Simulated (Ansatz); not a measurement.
## Nudged elastic band, with input and output: CH$_{5}$F$_{2}$NSi (part 1 of 2)

CH$_{5}$F$_{2}$NSi, computed with RKS PBE0-D4/def2-SVP (Ansatz 0.2.0).

The run did not end well. One setting was made poor on purpose. It belongs to a series of runs on one base structure; here: band between the two ends.

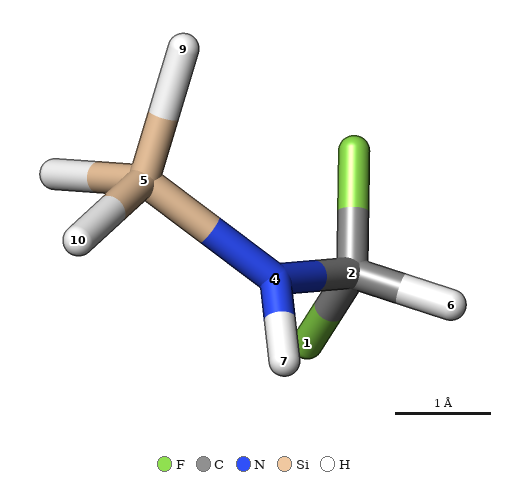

Figure 1. The input geometry (stick view, seen at a tilt; atoms are numbered from 1 in the order of the input).

The input
```yaml
crystal:
  periodic: [false, false, false]
  atoms:
    - { symbol: F, position_ang: [-0.259169, -2.195401, 0.178371] }
    - { symbol: C, position_ang: [-0.894647, -1.000639, 0.339322] }
    - { symbol: F, position_ang: [-0.664117, -0.623129, 1.617427] }
    - { symbol: "N", position_ang: [-0.407957, -0.005127, -0.509379] }
    - { symbol: Si, position_ang: [0.963438, 1.02876, -0.140033] }
    - { symbol: H, position_ang: [-1.973973, -1.194684, 0.206767] }
    - { symbol: H, position_ang: [-0.727138, -0.079236, -1.467737] }
    - { symbol: H, position_ang: [2.158628, 0.261917, 0.318991] }
    - { symbol: H, position_ang: [0.623943, 2.048622, 0.892598] }
    - { symbol: H, position_ang: [1.263993, 1.707814, -1.433526] }
basis:
  gaussian: { orbitals: def2-SVP }
hamiltonian:
  xc: pbe0
  dispersion: d4
neb:
  order_check: false
  images: 7
  f_tol: 0.03
  max_iterations: 60
  spring: 50.0
  final_atoms:
    - { symbol: F, position_ang: [-0.43250419, -0.88406209, 1.47261747] }
    - { symbol: C, position_ang: [-0.16097409, -0.6283178, 0.1375905] }
    - { symbol: F, position_ang: [0.42198878, -1.76955217, -0.31952198] }
    - { symbol: "N", position_ang: [-1.32137264, -0.40116392, -0.61153126] }
    - { symbol: Si, position_ang: [1.10477112, 0.82446468, 0.05880655] }
    - { symbol: H, position_ang: [-1.95521978, -1.19842952, -0.55898985] }
    - { symbol: H, position_ang: [-1.80753049, 0.44098858, -0.31871945] }
    - { symbol: H, position_ang: [2.2294178, 0.51828884, 0.98528735] }
    - { symbol: H, position_ang: [0.40337993, 2.06946314, 0.49448002] }
    - { symbol: H, position_ang: [1.60104455, 0.97721727, -1.33721835] }
  initial_path:
    images:
      - { positions_ang: [[-0.259169, -2.195401, 0.178371], [-0.894647, -1.000639, 0.339322], [-0.664117, -0.623129, 1.617427], [-0.407957, -0.005127, -0.509379], [0.963438, 1.02876, -0.140033], [-1.973973, -1.194684, 0.206767], [-0.727138, -0.079236, -1.467737], [2.158628, 0.261917, 0.318991], [0.623943, 2.048622, 0.892598], [1.263993, 1.707814, -1.433526]] }
      - { positions_ang: [[-0.6333649, -2.12279384, 0.08839663], [-0.92717507, -0.98794869, 0.36576106], [-0.5639343, -0.87601516, 1.53426268], [-0.34136557, -0.07834973, -0.52090933], [0.92124496, 1.01939001, -0.15576133], [-1.45675107, -0.97537604, 0.34082361], [-0.74729639, -0.07486116, -1.4285162], [2.07486551, 0.34685257, 0.44525698], [0.44925874, 2.05785937, 0.76352875], [1.30751908, 1.64013967, -1.43004185]] }
      - { positions_ang: [[-1.00756079, -2.05018668, -0.00157775], [-0.95970313, -0.97525839, 0.39220012], [-0.4637516, -1.12890131, 1.45109835], [-0.27477414, -0.15157245, -0.53243967], [0.87905193, 1.01002003, -0.17148965], [-0.93952914, -0.75606809, 0.47488022], [-0.76745477, -0.07048631, -1.3892954], [1.99110302, 0.43178813, 0.57152297], [0.27457448, 2.06709675, 0.63445951], [1.35104516, 1.57246533, -1.42655769]] }
      - { positions_ang: [[-1.38175669, -1.97757952, -0.09155212], [-0.9922312, -0.96256808, 0.41863918], [-0.36356891, -1.38178747, 1.36793403], [-0.20818272, -0.22479518, -0.54397], [0.83685889, 1.00065004, -0.18721798], [-0.42230722, -0.53676013, 0.60893682], [-0.78761316, -0.06611147, -1.35007461], [1.90734053, 0.5167237, 0.69778895], [0.09989022, 2.07633412, 0.50539026], [1.39457124, 1.504791, -1.42307354]] }
      - { positions_ang: [[-1.75595258, -1.90497236, -0.18152649], [-1.02475927, -0.94987778, 0.44507824], [-0.26338621, -1.63467362, 1.28476971], [-0.14159129, -0.2980179, -0.55550033], [0.79466586, 0.99128006, -0.20294631], [0.09491471, -0.31745218, 0.74299343], [-0.80777154, -0.06173663, -1.31085381], [1.82357804, 0.60165926, 0.82405494], [-0.07479404, 2.08557149, 0.37632101], [1.43809732, 1.43711666, -1.41958938]] }
      - { positions_ang: [[-1.42509049, -1.64974479, 0.2320095], [-0.80881297, -0.86948778, 0.3682063], [-0.09204246, -1.66839326, 0.88369679], [-0.43653663, -0.32380441, -0.56950807], [0.87219217, 0.94957621, -0.1375081], [-0.41761891, -0.53769651, 0.41749761], [-1.05771128, 0.06394467, -1.06282022], [1.92503798, 0.58081666, 0.86436304], [0.04474945, 2.0815444, 0.40586076], [1.47883413, 1.32214181, -1.39899662]] }
      - { positions_ang: [[-1.09422839, -1.39451722, 0.64554549], [-0.59286668, -0.78909779, 0.29133437], [0.07930129, -1.7021129, 0.48262387], [-0.73148196, -0.34959091, -0.5835158], [0.94971849, 0.90787237, -0.07206988], [-0.93015253, -0.75794085, 0.09200179], [-1.30765101, 0.18962598, -0.81478663], [2.02649792, 0.55997405, 0.90467114], [0.16429294, 2.07751731, 0.43540052], [1.51957094, 1.20716697, -1.37840387]] }
      - { positions_ang: [[-0.76336629, -1.13928966, 1.05908148], [-0.37692038, -0.7087078, 0.21446243], [0.25064503, -1.73583254, 0.08155095], [-1.0264273, -0.37537742, -0.59752353], [1.02724481, 0.86616852, -0.00663167], [-1.44268615, -0.97818519, -0.23349403], [-1.55759075, 0.31530728, -0.56675304], [2.12795786, 0.53913145, 0.94497925], [0.28383644, 2.07349022, 0.46494027], [1.56030774, 1.09219212, -1.35781111]] }
      - { positions_ang: [[-0.43250419, -0.88406209, 1.47261747], [-0.16097409, -0.6283178, 0.1375905], [0.42198878, -1.76955217, -0.31952198], [-1.32137264, -0.40116392, -0.61153126], [1.10477112, 0.82446468, 0.05880655], [-1.95521978, -1.19842952, -0.55898985], [-1.80753049, 0.44098858, -0.31871945], [2.2294178, 0.51828884, 0.98528735], [0.40337993, 2.06946314, 0.49448002], [1.60104455, 0.97721727, -1.33721835]] }
```

Run on 2 threads of Intel Xeon (Sapphire Rapids), 16 GiB of memory available, shared host.

Launched with:
```bash
ansatz run input.yaml --threads 2 --pin off --max-ram 3072MiB --backend cpu --events-out ev --progress --plain --runs-dir out
```

What the program printed
```
Engine: ansatz 0.2.0, x86_64-unknown-linux-gnu
Functional definition: PBE0
  parameter a = 0.25
  parameter kappa = 0.804
  parameter beta = 0.06672455060314922
  exchange = (1 - a)*pbe_x(kappa = kappa, mu = beta*pi^2/3) + a*exact_x
  correlation = pbe_c(beta = beta)
1057 factors; integrals over basis functions are off by at most 3.6e-4 eV
mean field evaluation 1: about -15896.4221 eV, gradient 4.6e1 eV
mean field evaluation 2: about -15893.9202 eV, gradient 5.7e1 eV
mean field evaluation 4: about -15900.2045 eV, gradient 2.4e0 eV
mean field evaluation 8: about -15900.2432 eV, gradient 9.3e-2 eV
mean field -15900.24320036 eV, -584.3231600412 hartree, gradient 3.5e-5 eV, S^2 0.000000; 0 other end points of the search recorded, 0 dependent functions left out
the calculation of the forces begins
reference -15900.24322355 eV, -584.3231608936 hartree; 25, 25 occupied and 74, 74 virtual orbitals, 1057 factors
1057 factors; integrals over basis functions are off by at most 1.3e-3 eV
mean field evaluation 16: about -15895.7753 eV, gradient 4.6e1 eV
mean field -15899.54998162 eV, -584.2976847226 hartree, gradient 2.6e-5 eV, S^2 0.000000; 0 other end points of the search recorded, 0 dependent functions left out
[... from here on the field's lines of each further geometry are left out, up to the last ...]
NEB iter   1: max|band force component| = 1.022e3 eV/Å  barrier→ = 160.0607 eV  barrier← = 159.3698 eV  Δτ_max = 0.2000 Å  (240 SCF iters)
NEB iter   2: max|band force component| = 3.032e2 eV/Å  barrier→ = 69.7698 eV  barrier← = 69.0790 eV  Δτ_max = 0.2000 Å  (242 SCF iters)
NEB iter   3: max|band force component| = 2.029e2 eV/Å  barrier→ = 43.5434 eV  barrier← = 42.8526 eV  Δτ_max = 0.2000 Å  (227 SCF iters)
NEB iter   4: max|band force component| = 1.140e2 eV/Å  barrier→ = 25.4067 eV  barrier← = 24.7159 eV  Δτ_max = 0.2000 Å  (230 SCF iters)
NEB iter   5: max|band force component| = 6.461e1 eV/Å  barrier→ = 15.1881 eV  barrier← = 14.4972 eV  Δτ_max = 0.2000 Å  (224 SCF iters)
NEB iter   6: max|band force component| = 3.408e1 eV/Å  barrier→ = 8.3579 eV  barrier← = 7.6671 eV  Δτ_max = 0.1997 Å  (218 SCF iters)
NEB iter   7: max|band force component| = 1.625e1 eV/Å  barrier→ = 6.7382 eV  barrier← = 6.0473 eV  Δτ_max = 0.2000 Å  (211 SCF iters)
NEB iter   8: max|band force component| = 8.788e0 eV/Å  barrier→ = 6.6875 eV  barrier← = 5.9967 eV  Δτ_max = 0.1038 Å  (212 SCF iters)
NEB iter   9: max|band force component| = 5.234e0 eV/Å  barrier→ = 5.9480 eV  barrier← = 5.2572 eV  Δτ_max = 0.1010 Å  (205 SCF iters)
NEB iter  10: max|band force component| = 4.118e0 eV/Å  barrier→ = 5.5476 eV  barrier← = 4.8567 eV  Δτ_max = 0.1006 Å  (199 SCF iters)
NEB iter  11: max|band force component| = 4.432e0 eV/Å  barrier→ = 4.9376 eV  barrier← = 4.2468 eV  Δτ_max = 0.2000 Å  (196 SCF iters)
NEB iter  12: max|band force component| = 5.625e0 eV/Å  barrier→ = 5.9343 eV  barrier← = 5.2435 eV  Δτ_max = 0.1017 Å  (214 SCF iters)
NEB iter  13: max|band force component| = 2.882e0 eV/Å  barrier→ = 6.3846 eV  barrier← = 5.6938 eV  Δτ_max = 0.2000 Å  (196 SCF iters)
NEB iter  14: max|band force component| = 1.799e0 eV/Å  barrier→ = 6.9921 eV  barrier← = 6.3013 eV  Δτ_max = 0.2000 Å  (208 SCF iters)
NEB iter  15: max|band force component| = 1.338e0 eV/Å  barrier→ = 7.1929 eV  barrier← = 6.5021 eV  Δτ_max = 0.1980 Å  (207 SCF iters)
NEB iter  16: max|band force component| = 1.764e0 eV/Å  barrier→ = 6.6797 eV  barrier← = 5.9889 eV  Δτ_max = 0.0971 Å  (206 SCF iters)
NEB iter  17: max|band force component| = 1.829e0 eV/Å  barrier→ = 6.3903 eV  barrier← = 5.6995 eV  Δτ_max = 0.1021 Å  (199 SCF iters)
NEB iter  18: max|band force component| = 1.806e0 eV/Å  barrier→ = 6.0450 eV  barrier← = 5.3541 eV  Δτ_max = 0.1005 Å  (200 SCF iters)
NEB iter  19: max|band force component| = 1.756e0 eV/Å  barrier→ = 5.8708 eV  barrier← = 5.1800 eV  Δτ_max = 0.0993 Å  (204 SCF iters)
NEB iter  20: max|band force component| = 1.824e0 eV/Å  barrier→ = 5.5796 eV  barrier← = 4.8888 eV  Δτ_max = 0.0993 Å  (201 SCF iters)
NEB iter  21: max|band force component| = 1.772e0 eV/Å  barrier→ = 5.4451 eV  barrier← = 4.7543 eV  Δτ_max = 0.1959 Å  (205 SCF iters)
NEB iter  22: max|band force component| = 2.829e0 eV/Å  barrier→ = 4.2744 eV  barrier← = 3.5836 eV  Δτ_max = 0.1015 Å  (211 SCF iters)
NEB iter  23: max|band force component| = 3.349e0 eV/Å  barrier→ = 3.5606 eV  barrier← = 2.8698 eV  Δτ_max = 0.1010 Å  (197 SCF iters)
NEB iter  24: max|band force component| = 3.042e0 eV/Å  barrier→ = 3.1064 eV  barrier← = 2.4156 eV  Δτ_max = 0.0991 Å  (203 SCF iters)
NEB iter  25: max|band force component| = 1.966e0 eV/Å  barrier→ = 3.1844 eV  barrier← = 2.4936 eV  Δτ_max = 0.1999 Å  (203 SCF iters)
NEB iter  26: max|band force component| = 1.886e0 eV/Å  barrier→ = 2.8239 eV  barrier← = 2.1331 eV  Δτ_max = 0.2000 Å  (204 SCF iters)
NEB iter  27: max|band force component| = 2.197e0 eV/Å  barrier→ = 3.7186 eV  barrier← = 3.0278 eV  Δτ_max = 0.2000 Å  (218 SCF iters)
NEB iter  28: max|band force component| = 2.512e0 eV/Å  barrier→ = 3.4778 eV  barrier← = 2.7870 eV  Δτ_max = 0.1006 Å  (211 SCF iters)
NEB iter  29: max|band force component| = 3.613e0 eV/Å  barrier→ = 2.7582 eV  barrier← = 2.0674 eV  Δτ_max = 0.1006 Å  (198 SCF iters)
NEB iter  30: max|band force component| = 4.269e0 eV/Å  barrier→ = 2.3426 eV  barrier← = 1.6518 eV  Δτ_max = 0.2000 Å  (202 SCF iters)
NEB iter  31: max|band force component| = 3.096e0 eV/Å  barrier→ = 2.3174 eV  barrier← = 1.6266 eV  Δτ_max = 0.2000 Å  (205 SCF iters)
NEB iter  32: max|band force component| = 3.036e0 eV/Å  barrier→ = 2.6235 eV  barrier← = 1.9327 eV  Δτ_max = 0.1981 Å  (204 SCF iters)
NEB iter  33: max|band force component| = 1.366e0 eV/Å  barrier→ = 1.3892 eV  barrier← = 0.6984 eV  Δτ_max = 0.2000 Å  (197 SCF iters)
NEB iter  34: max|band force component| = 9.241e-1 eV/Å  barrier→ = 1.0578 eV  barrier← = 0.3670 eV  Δτ_max = 0.1986 Å  (199 SCF iters)
NEB iter  35: max|band force component| = 8.221e-1 eV/Å  barrier→ = 0.9624 eV  barrier← = 0.2715 eV  Δτ_max = 0.1994 Å  (201 SCF iters)
NEB iter  36: max|band force component| = 8.776e-1 eV/Å  barrier→ = 1.1164 eV  barrier← = 0.4255 eV  Δτ_max = 0.1002 Å  (197 SCF iters)
NEB iter  37: max|band force component| = 1.196e0 eV/Å  barrier→ = 1.2276 eV  barrier← = 0.5367 eV  Δτ_max = 0.0503 Å  (201 SCF iters)
NEB iter  38: max|band force component| = 9.694e-1 eV/Å  barrier→ = 1.3425 eV  barrier← = 0.6517 eV  Δτ_max = 0.1005 Å  (202 SCF iters)
NEB iter  39: max|band force component| = 1.580e0 eV/Å  barrier→ = 1.8258 eV  barrier← = 1.1350 eV  Δτ_max = 0.2000 Å  (200 SCF iters)
NEB iter  40: max|band force component| = 2.674e0 eV/Å  barrier→ = 2.8628 eV  barrier← = 2.1720 eV  Δτ_max = 0.1005 Å  (207 SCF iters)
NEB iter  41: max|band force component| = 2.642e0 eV/Å  barrier→ = 3.8779 eV  barrier← = 3.1871 eV  Δτ_max = 0.1001 Å  (198 SCF iters)
NEB iter  42: max|band force component| = 2.234e0 eV/Å  barrier→ = 4.8618 eV  barrier← = 4.1709 eV  Δτ_max = 0.2000 Å  (201 SCF iters)
NEB iter  43: max|band force component| = 6.227e0 eV/Å  barrier→ = 4.9776 eV  barrier← = 4.2867 eV  Δτ_max = 0.2000 Å  (210 SCF iters)
NEB iter  44: max|band force component| = 1.198e1 eV/Å  barrier→ = 3.5537 eV  barrier← = 2.8629 eV  Δτ_max = 0.1984 Å  (205 SCF iters)
NEB iter  45: max|band force component| = 1.299e1 eV/Å  barrier→ = 3.3994 eV  barrier← = 2.7086 eV  Δτ_max = 0.1968 Å  (204 SCF iters)
NEB iter  46: max|band force component| = 1.541e1 eV/Å  barrier→ = 2.6267 eV  barrier← = 1.9359 eV  Δτ_max = 0.1981 Å  (194 SCF iters)
NEB iter  47: max|band force component| = 1.786e1 eV/Å  barrier→ = 3.0224 eV  barrier← = 2.3315 eV  Δτ_max = 0.2000 Å  (205 SCF iters)
NEB iter  48: max|band force component| = 1.748e1 eV/Å  barrier→ = 4.1866 eV  barrier← = 3.4957 eV  Δτ_max = 0.1983 Å  (206 SCF iters)
NEB iter  49: max|band force component| = 1.602e1 eV/Å  barrier→ = 5.0826 eV  barrier← = 4.3918 eV  Δτ_max = 0.2000 Å  (204 SCF iters)
NEB iter  50: max|band force component| = 1.600e1 eV/Å  barrier→ = 6.0053 eV  barrier← = 5.3145 eV  Δτ_max = 0.2000 Å  (207 SCF iters)
NEB iter  51: max|band force component| = 1.735e1 eV/Å  barrier→ = 6.2972 eV  barrier← = 5.6063 eV  Δτ_max = 0.2000 Å  (201 SCF iters)
NEB iter  52: max|band force component| = 1.736e1 eV/Å  barrier→ = 6.3386 eV  barrier← = 5.6478 eV  Δτ_max = 0.2000 Å  (202 SCF iters)
NEB iter  53: max|band force component| = 1.846e1 eV/Å  barrier→ = 6.4867 eV  barrier← = 5.7959 eV  Δτ_max = 0.2000 Å  (207 SCF iters)
NEB iter  54: max|band force component| = 1.853e1 eV/Å  barrier→ = 6.5261 eV  barrier← = 5.8353 eV  Δτ_max = 0.2000 Å  (202 SCF iters)
NEB iter  55: max|band force component| = 1.588e1 eV/Å  barrier→ = 6.4515 eV  barrier← = 5.7606 eV  Δτ_max = 0.1995 Å  (200 SCF iters)
NEB iter  56: max|band force component| = 1.583e1 eV/Å  barrier→ = 6.6711 eV  barrier← = 5.9802 eV  Δτ_max = 0.2000 Å  (209 SCF iters)
NEB iter  57: max|band force component| = 1.406e1 eV/Å  barrier→ = 7.6356 eV  barrier← = 6.9448 eV  Δτ_max = 0.1889 Å  (212 SCF iters)
NEB iter  58: max|band force component| = 1.451e1 eV/Å  barrier→ = 8.2768 eV  barrier← = 7.5859 eV  Δτ_max = 0.1565 Å  (204 SCF iters)
NEB iter  59: max|band force component| = 1.305e1 eV/Å  barrier→ = 8.8237 eV  barrier← = 8.1328 eV  Δτ_max = 0.1984 Å  (204 SCF iters)
the calculation of the forces begins
reference -15898.77362097 eV, -584.2691539948 hartree; 25, 25 occupied and 74, 74 virtual orbitals, 1049 factors
these checks for a lower state are left out or cut short: starts, cluster_reference, orbital_swaps, neighbouring_geometries, increment
1057 factors; integrals over basis functions are off by at most 1.0e-3 eV
mean field -15898.10296269 eV, -584.2445077576 hartree, gradient 1.4e-5 eV, S^2 0.000000; 0 other end points of the search recorded, 0 dependent functions left out
the calculation of the forces begins
reference -15898.10298706 eV, -584.2445086531 hartree; 25, 25 occupied and 74, 74 virtual orbitals, 1057 factors
NEB iter  60: max|band force component| = 7.626e0 eV/Å  barrier→ = 8.7294 eV  barrier← = 8.0386 eV  Δτ_max = 0.2000 Å  (211 SCF iters)
```
